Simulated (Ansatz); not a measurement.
# Lattice dynamics of (SiC)3(MgO)1 [0001] superlattice, started as wurtzite

How does (SiC)3(MgO)1 [0001] superlattice, started as wurtzite vibrate, and is this structure a minimum?

Main program and level: Ansatz 0.2.0; DFT LDA, scalar-relativistic, plane waves, PAW.

The structure was built from a prototype and need not be the compound's stable phase.

## Step 1: The starting structure

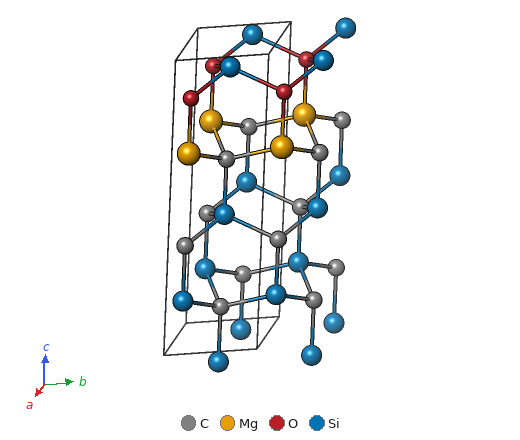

The starting structure, seen slightly off an axis (carbon grey, magnesium orange, oxygen red, silicon blue). 2×2×1 cells are drawn. Some periodic images of atoms are drawn too.

## Step 2: Coarse relaxation

A rough relaxation comes first, because large forces or stress need no tight tolerances yet.

The input, input.yaml:

```yaml
crystal:
  lattice:
    - [3.13, 0.0, 0.0]
    - [-1.565, 2.71066, 0.0]
    - [0.0, 0.0, 10.125]
  atoms:
    - { symbol: C, position: [0.333333, 0.666667, 0.1875] }
    - { symbol: C, position: [0.666667, 0.333333, 0.4375] }
    - { symbol: C, position: [0.333333, 0.666667, 0.6875] }
    - { symbol: Mg, position: [0.666667, 0.333333, 0.75] }
    - { symbol: O, position: [0.666667, 0.333333, 0.9375] }
    - { symbol: Si, position: [0.333333, 0.666667, 0.0] }
    - { symbol: Si, position: [0.666667, 0.333333, 0.25] }
    - { symbol: Si, position: [0.333333, 0.666667, 0.5] }
kpoints:
  mp_grid: { grid: [9, 9, 2] }
hamiltonian:
  xc: lda
scf:
  occupations: { method: gaussian, width: 0.1 }
output:
  forces: true
  stress: true
  eigenvalues: true
relax:
  adjacent_minimum: "off"
  f_tol: 0.05
  max_steps: 80
  cell: { stress_tol: 0.5 }
```

Launch:

```console
ansatz run input.yaml --threads 8 --pin off --max-ram 14336MiB --backend cpu --events-out ev --progress --plain --runs-dir out
```

Numbers of over 12 decimals in the logs are rounded to 6 here.

What it wrote:

```text
[...]
atoms:
    - { symbol: C, position: [0.333333, 0.666667, 0.186890] }
    - { symbol: C, position: [0.666667, 0.333333, 0.426048] }
    - { symbol: C, position: [0.333333, 0.666667, 0.661714] }
    - { symbol: Mg, position: [0.666667, 0.333333, 0.758350] }
    - { symbol: O, position: [0.666667, 0.333333, 0.963705] }
    - { symbol: Si, position: [0.333333, 0.666667, 0.013122] }
    - { symbol: Si, position: [0.666667, 0.333333, 0.250585] }
    - { symbol: Si, position: [0.333333, 0.666667, 0.489586] }
[key lines of the parts left out:]
SCF converged after 6 iterations
Free energy (F): -5009.949595 eV
Fermi energy:    9.560539 eV
P = ⅓ Tr σ = 0.2591 GPa (2.591 kbar)
```

Run time: 7.2 s. Hardware: 8 threads of Arm Neoverse V2, shared host; peak memory 0.44 GiB.

Relaxation path:

```tsv
step	energy less that of the first step (eV)	largest force component (eV/Å)	pressure (GPa)	volume (Å³)
1	0.0000	3.4926	5.00	85.90
2	-0.4740	2.2587	2.68	87.09
3	-0.7992	1.0283	0.44	88.90
4	-0.8328	0.1663	0.25	89.07
5	-0.8363	0.0802	0.04	89.27
6	-0.8370	0.0109	0.06	89.24
7*	-0.8508	0.0090	0.26	89.24
```

Relaxation steps marked * repeat the geometry before them on a plane-wave basis chosen anew for their cell, so energy and pressure can jump there.

The run keeps the 6 symmetry operations that it works with, so distortions that break them were not tested.

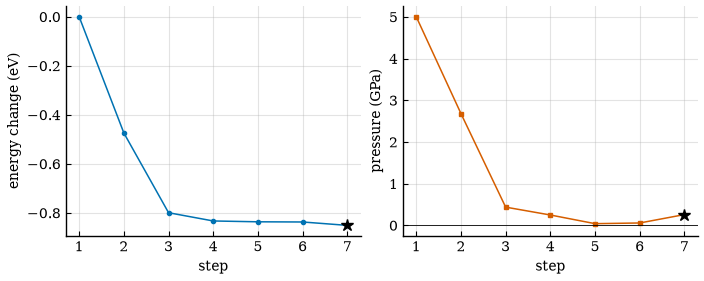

Energy and pressure along the relaxation. Stars mark steps on a basis chosen anew.

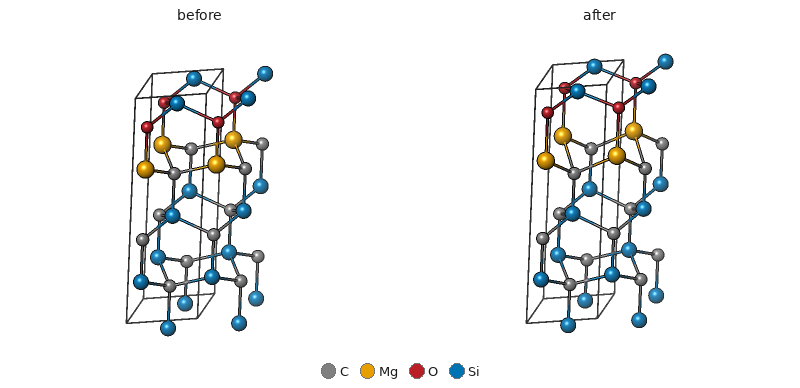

Before and after, at one scale.

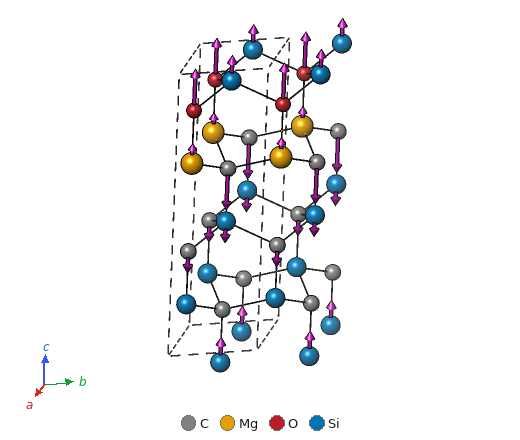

Displacements in the relaxation, exaggerated, measured against the changing cell; the longest in the cell stands for 0.28 Å. 2×2×1 cells are drawn. Some periodic images of atoms are drawn too.

```tsv
conventional cell, symmetrised	before	after	change
a (Å)	3.130	3.128	-0.1 %
b (Å)	3.130	3.128	-0.1 %
c (Å)	10.125	10.530	+4.0 %
volume (Å³/atom)	10.74	11.16	+3.9 %
```

The atoms that moved most (Å, as changes of fractional coordinates times the final cell):

```tsv
atom	dx	dy	dz	length
O5	0.000	0.000	0.276	0.276
C3	0.000	0.000	-0.272	0.272
Si6	0.000	0.000	0.138	0.138
C2	0.000	0.000	-0.121	0.121
Si8	0.000	0.000	-0.110	0.110
Mg4	0.000	0.000	0.088	0.088
C1	0.000	0.000	-0.006	0.006
Si7	0.000	0.000	0.006	0.006
```

This step gave:

| Property | Result |
| --- | --- |
| pressure | 0.2591 GPa |
| volume per atom | 11.16 Å³ |
| gap on the k-mesh | 0 eV |

In this step the volume went from 10.74 to 11.16 Å³/atom.

## Step 3: Relaxation

The cell and atoms are relaxed, since residual forces and stress would shift the frequencies.

The input, input.yaml:

```yaml
crystal:
  lattice:
    - [3.1282723354, 0.0, 0.0]
    - [-1.5641361677, 2.7091633124, 0.0]
    - [0.0, 0.0, 10.5300644104]
  atoms:
    - { symbol: C, position: [0.3333333333, 0.6666666667, 0.1868902295] }
    - { symbol: C, position: [0.6666666667, 0.3333333333, 0.4260476381] }
    - { symbol: C, position: [0.3333333333, 0.6666666667, 0.6617141198] }
    - { symbol: Mg, position: [0.6666666667, 0.3333333333, 0.7583500077] }
    - { symbol: O, position: [0.6666666667, 0.3333333333, 0.9637046005] }
    - { symbol: Si, position: [0.3333333333, 0.6666666667, 0.0131223517] }
    - { symbol: Si, position: [0.6666666667, 0.3333333333, 0.2505853608] }
    - { symbol: Si, position: [0.3333333333, 0.6666666667, 0.489585692] }
kpoints:
  mp_grid: { grid: [12, 12, 4] }
hamiltonian:
  xc: lda
scf:
  occupations: { method: gaussian, width: 0.1 }
output:
  forces: true
  stress: true
  eigenvalues: true
  write_density: true
  write_potential: true
  elf: true
  volumetric_format: npy
relax:
  adjacent_minimum: "off"
  f_tol: 0.005
  max_steps: 80
  cell: { stress_tol: 0.05 }
```

What it wrote:

```text
[...]
Crystal: 8 atoms, lattice volume = 89.242 Å³
Basis set: ecut = 420 eV, 1739 PW (Γ)
Bands: 28, of which v1, the nominal top of the filled ones, is band 20 counted from 1 (19 counted from 0)
Symmetry: 6 space group operations
[...]
k-points: 69 of 576 (time reversal used)
[...]
SCF iter   1: F=—  HF=-5010.017975 eV  |F-HF|=—  |Δ(HF+E_count)|=         —  Δρ=1.31e-2  dr2=2.45e-1  ethr=1.77e-3  ⟨swp⟩=6.2  Hψ=9963  notcnv=0  defer=15
[...]
SCF iter  10: F=-5009.964883 eV  HF=-5009.964883 eV  |F-HF|=1.79e-8  |Δ(HF+E_count)|=   2.03e-8  Δρ=2.00e-6  dr2=1.97e-8  ethr=2.50e-10  ⟨swp⟩=8.0  Hψ=10538  notcnv=0
SCF 1 converged in 10 iterations: F = -5009.964883 eV  dr2 = 1.97e-8
[...]
relax step   1: F+E_penalty+E_count = -5009.96488265 eV  Δ(F+E_penalty+E_count) = +0.000e0 eV  max|allowed force component| = 5.237e-2 eV/Å  Δτ_max = 0.0000 Å  P = +0.277 GPa  Ω = 89.242 Å³  (10 SCF iters, dr2 threshold 1.00e-7 eV, accepted)
Crystal: 8 atoms, lattice volume = 89.329 Å³
[...]
SCF iter   6: F=-5009.964854 eV  HF=-5009.964854 eV  |F-HF|=2.63e-8  |Δ(HF+E_count)|=   1.68e-8  Δρ=1.75e-6  dr2=2.76e-8  ethr=2.92e-10  ⟨swp⟩=7.0  Hψ=11093  notcnv=0
SCF 2 converged in 6 iterations: F = -5009.964854 eV  dr2 = 2.76e-8
relax step   2: F+E_penalty+E_count = -5009.96485359 eV  Δ(F+E_penalty+E_count) = +2.906e-5 eV  max|allowed force component| = 2.405e-2 eV/Å  Δτ_max = 0.0014 Å  P = +0.133 GPa  Ω = 89.329 Å³  energy of the carried Pulay correction = -2.397e-4 eV  (6 SCF iters, dr2 threshold 2.52e-7 eV, accepted)
Crystal: 8 atoms, lattice volume = 89.430 Å³
[...]
SCF iter   6: F=-5009.964668 eV  HF=-5009.964668 eV  |F-HF|=2.60e-8  |Δ(HF+E_count)|=   2.08e-8  Δρ=1.98e-6  dr2=2.80e-8  ethr=1.22e-10  ⟨swp⟩=8.1  Hψ=10605  notcnv=0
SCF 3 converged in 6 iterations: F = -5009.964668 eV  dr2 = 2.80e-8
relax step   3: F+E_penalty+E_count = -5009.96466751 eV  Δ(F+E_penalty+E_count) = +1.861e-4 eV  max|allowed force component| = 7.643e-3 eV/Å  Δτ_max = 0.0029 Å  P = -0.010 GPa  Ω = 89.430 Å³  energy of the carried Pulay correction = -5.199e-4 eV  (6 SCF iters, dr2 threshold 4.87e-8 eV, accepted)
[...]
relax step   4: F+E_penalty+E_count = -5009.96467425 eV  Δ(F+E_penalty+E_count) = -6.741e-6 eV  max|allowed force component| = 9.842e-3 eV/Å  Δτ_max = 0.0009 Å  P = -0.004 GPa  Ω = 89.429 Å³  energy of the carried Pulay correction = -5.151e-4 eV  (6 SCF iters, dr2 threshold 3.65e-9 eV, accepted)
[...]
relax step   5: F+E_penalty+E_count = -5009.96468629 eV  Δ(F+E_penalty+E_count) = -1.204e-5 eV  max|allowed force component| = 6.311e-4 eV/Å  Δτ_max = 0.0004 Å  P = +0.002 GPa  Ω = 89.425 Å³  energy of the carried Pulay correction = -5.062e-4 eV  (6 SCF iters, dr2 threshold 6.05e-9 eV, accepted)
[...]
SCF iter   1: F=—  HF=-5009.965185 eV  |F-HF|=—  |Δ(HF+E_count)|=         —  Δρ=2.06e-5  dr2=3.08e-8  ethr=1.01e-6  ⟨swp⟩=2.4  Hψ=13953  notcnv=0
eigensolver tolerance schedule: the retry pair's looser diagonalisation over-reported the residual by 13043.67 of it (diagonalisation noise at an unbounded share of the residual, at the tolerance the schedule requests for it); recorded, not acted on — ethr = c·dr2/N_el stays at c = 1.0e-1
SCF iter   2: F=—  HF=-5009.965186 eV  |F-HF|=—  |Δ(HF+E_count)|=   1.89e-6  Δρ=1.09e-5  dr2=1.19e-8  ethr=7.71e-11  ⟨swp⟩=3.2  Hψ=4326  notcnv=0
[...]
SCF iter   9: F=-5009.965186 eV  HF=-5009.965186 eV  |F-HF|=1.82e-12  |Δ(HF+E_count)|=  1.82e-12  Δρ=2.36e-9  dr2=6.00e-15  ethr=1.00e-12  ⟨swp⟩=3.0  Hψ=6144  notcnv=0
SCF 6 converged in 9 iterations: F = -5009.965186 eV  dr2 = 6.00e-15
relax step   6: F+E_penalty+E_count = -5009.96518648 eV  Δ(F+E_penalty+E_count) = -5.002e-4 eV  max|allowed force component| = 5.662e-4 eV/Å  Δτ_max = 0.0000 Å  P = +0.011 GPa  Ω = 89.425 Å³  stress off target by 2.65e-2 GPa  SCF on the basis re-selected at this cell (its energy is not comparable with the rows above)  (9 SCF iters)
[...]
SCF converged after 9 iterations
Free energy (F): -5009.965186 eV
[...]
Internal energy: -5009.953979 eV  (E = F + TS)
E sigma→0 (E₀):  -5009.959583 eV
Entropy (-TS):   -0.011208 eV (-1.401 meV/atom)
Fermi energy:    9.508601 eV
[...]
--- Forces (eV/Å), atoms counted from 1 ---
  atom   1  C      0.00000000    -0.00000000    -0.00056247
  atom   2  C      0.00000000     0.00000000     0.00034614
  atom   3  C      0.00000000     0.00000000     0.00040740
  atom   4  Mg     0.00000000     0.00000000     0.00007386
  atom   5  O      0.00000000    -0.00000000    -0.00018449
  atom   6  Si     0.00000000     0.00000000     0.00010221
  atom   7  Si     0.00000000     0.00000000     0.00038884
  atom   8  Si     0.00000000    -0.00000000    -0.00054162
  max |Σ_I F_I| component: 2.99e-5 eV/Å
--- Stress (GPa, compression-positive) ---
        0.003068      -0.000000       0.000000
       -0.000000       0.003068       0.000000
        0.000000       0.000000       0.026515
  P = ⅓ Tr σ = 0.0109 GPa (0.109 kbar)
--- Band table (eV; the first three rows and the last of 69) ---
  k-point 0: bands = [... 16 lower, 7.6233, 8.1091, 8.1091, 10.5361, 10.5361, 12.6631, 13.3337, 13.9086, ... 4 higher]
  k-point 1: bands = [... 16 lower, 8.0570, 8.1089, 8.1089, 10.5371, 10.5371, 12.6153, 13.2110, 13.8974, ... 4 higher]
  k-point 2: bands = [... 16 lower, 8.1087, 8.1087, 8.3167, 10.5383, 10.5383, 12.5500, 13.1211, 13.8865, ... 4 higher]
  k-point 68: bands = [... 16 lower, 5.1450, 6.7049, 6.8638, 7.6152, 10.7108, 11.6002, 12.6336, 13.4240, ... 4 higher]
--- Relaxed structure (5 steps of the walk, 5 accepted, 1 SCFs on fresh bases) ---
[...]
cell:  # Å, volume = 89.4255 Å³
    - [3.129490, 0, 6.664736310842412e-19]
    - [-1.564745, 2.710218, -3.332368155421206e-19]
    - [2.2434140991337345e-18, 0, 10.543465]
  atoms:
    - { symbol: C, position: [0.333333, 0.666667, 0.187101] }
    - { symbol: C, position: [0.666667, 0.333333, 0.426010] }
    - { symbol: C, position: [0.333333, 0.666667, 0.661396] }
    - { symbol: Mg, position: [0.666667, 0.333333, 0.757894] }
    - { symbol: O, position: [0.666667, 0.333333, 0.963859] }
    - { symbol: Si, position: [0.333333, 0.666667, 0.013448] }
    - { symbol: Si, position: [0.666667, 0.333333, 0.250671] }
    - { symbol: Si, position: [0.333333, 0.666667, 0.489622] }
```

The job ended after 15 s (8 threads; peak memory 0.54 GiB; 1.8 min of CPU time).

Relaxation path:

```tsv
step	energy less that of the first step (eV)	largest force component (eV/Å)	pressure (GPa)	volume (Å³)
1	0.0000	0.0524	0.28	89.24
2	0.0000	0.0240	0.13	89.33
3	0.0002	0.0076	-0.01	89.43
4	0.0002	0.0098	0.00	89.43
5	0.0002	0.0006	0.00	89.43
6*	-0.0003	0.0006	0.01	89.43
```

Relaxation steps marked * repeat the geometry before them on a plane-wave basis chosen anew for their cell, so energy and pressure can jump there.

Forces are held to the 6 operations that the run works with; a distortion that breaks them can't arise in this run.

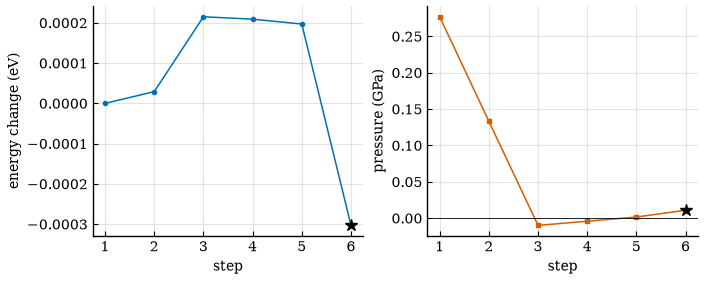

Energy and pressure along the relaxation. Stars mark steps on a basis chosen anew.

```tsv
conventional cell, symmetrised	before	after	change
a (Å)	3.128	3.129	+0.0 %
b (Å)	3.128	3.129	+0.0 %
c (Å)	10.530	10.543	+0.1 %
volume (Å³/atom)	11.16	11.18	+0.2 %
```

This step gave:

```
pressure        : 0.01088 GPa
volume per atom : 11.18 Å³
```

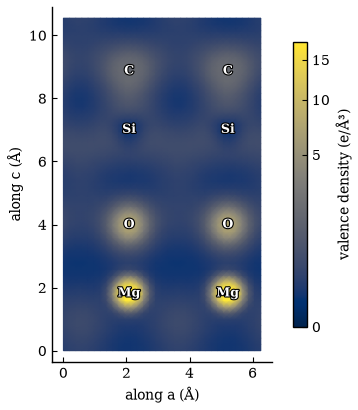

Valence density in the ac plane at fractional y = 0.333, with atoms of C and Mg and O and Si within 0.2 Å of it. It is the smooth field of the valence electrons, not physical close to the nuclei. The map starts off the cell's origin, so that atoms lie inside it. The colour scale is stretched toward low values.

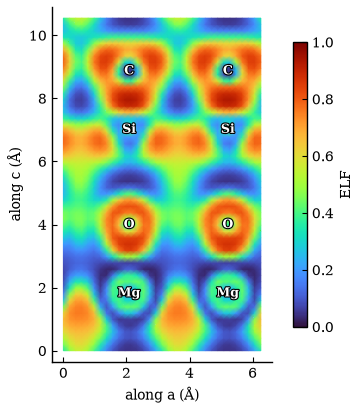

ELF in the ac plane at fractional y = 0.333, with atoms of C and Mg and O and Si within 0.2 Å of it. It is the smooth field of the valence electrons, not physical close to the nuclei. The map starts off the cell's origin, so that atoms lie inside it.

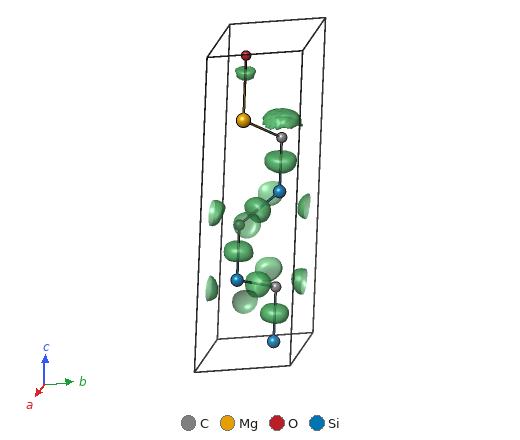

Surface of ELF = 0.85.

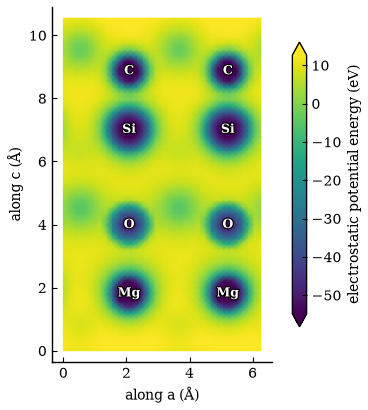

Electrostatic potential energy in the ac plane at fractional y = 0.333, with atoms of C and Mg and O and Si within 0.2 Å of it. With pseudopotentials it is smooth inside the atoms' cores, unlike the true potential. The map starts off the cell's origin, so that atoms lie inside it.

In this step the volume went from 11.16 to 11.18 Å³/atom.

## Step 4: Relaxing to small forces for the phonons

Phonons need a cell at rest on their own settings, so the relaxation is repeated with tight tolerances on forces and stress, using the mesh and the filling of the phonon run that follows.

The input, input.yaml:

```yaml
crystal:
  lattice:
    - [3.1294900038, 0.0, 0.0]
    - [-1.5647450019, 2.7102178441, 0.0]
    - [0.0, 0.0, 10.5434652915]
  atoms:
    - { symbol: C, position: [0.3333333333, 0.6666666667, 0.1871007828] }
    - { symbol: C, position: [0.6666666667, 0.3333333333, 0.4260101893] }
    - { symbol: C, position: [0.3333333333, 0.6666666667, 0.6613961147] }
    - { symbol: Mg, position: [0.6666666667, 0.3333333333, 0.7578935253] }
    - { symbol: O, position: [0.6666666667, 0.3333333333, 0.963859172] }
    - { symbol: Si, position: [0.3333333333, 0.6666666667, 0.0134479378] }
    - { symbol: Si, position: [0.6666666667, 0.3333333333, 0.2506705356] }
    - { symbol: Si, position: [0.3333333333, 0.6666666667, 0.4896217428] }
kpoints:
  mp_grid: { grid: [12, 12, 4] }
hamiltonian:
  xc: lda
scf:
  occupations: { method: methfessel_paxton, width: 0.15 }
output:
  forces: true
  stress: true
  eigenvalues: true
relax:
  adjacent_minimum: "off"
  f_tol: 0.001
  max_steps: 60
  cell: { stress_tol: 0.01 }
```

What it wrote:

```text
[...]
Crystal: 8 atoms, lattice volume = 89.425 Å³
Basis set: ecut = 420 eV, 1739 PW (Γ)
Bands: 28, of which v1, the nominal top of the filled ones, is band 20 counted from 1 (19 counted from 0)
Symmetry: 6 space group operations
[...]
k-points: 69 of 576 (time reversal used)
[...]
atoms:
    - { symbol: C, position: [0.333333, 0.666667, 0.187098] }
    - { symbol: C, position: [0.666667, 0.333333, 0.425989] }
    - { symbol: C, position: [0.333333, 0.666667, 0.661358] }
    - { symbol: Mg, position: [0.666667, 0.333333, 0.758001] }
    - { symbol: O, position: [0.666667, 0.333333, 0.963871] }
    - { symbol: Si, position: [0.333333, 0.666667, 0.013457] }
    - { symbol: Si, position: [0.666667, 0.333333, 0.250651] }
    - { symbol: Si, position: [0.333333, 0.666667, 0.489575] }
[key lines of the parts left out:]
SCF converged after 9 iterations
Free energy (F): -5009.959357 eV
Fermi energy:    9.506913 eV
P = ⅓ Tr σ = -0.0015 GPa (-0.015 kbar)
```

Elapsed: 12 s, on 8 threads; peak memory 0.54 GiB.

Little changed from the start: no atom moved by 0.005 Å and no cell edge by 0.1 %.

Numbers from this step:

| Property | Result |
| --- | --- |
| pressure | -0.001543 GPa |

The largest force component left is 0.37 meV/Å and the pressure is -0.002 GPa, within the tolerances set. The cell now holds 11.18 Å³/atom.

[end of part 1 of 2]

[Logs are printed without paths, hosts, clocks, repeated set-up lines and the standing remarks that a program may print on its own settings, such as how far it seeks lower states.]

[Hosts, paths, dates, database ids (printed as entryN), source tags and the programs' standing remarks are cut or masked in the printed files.]
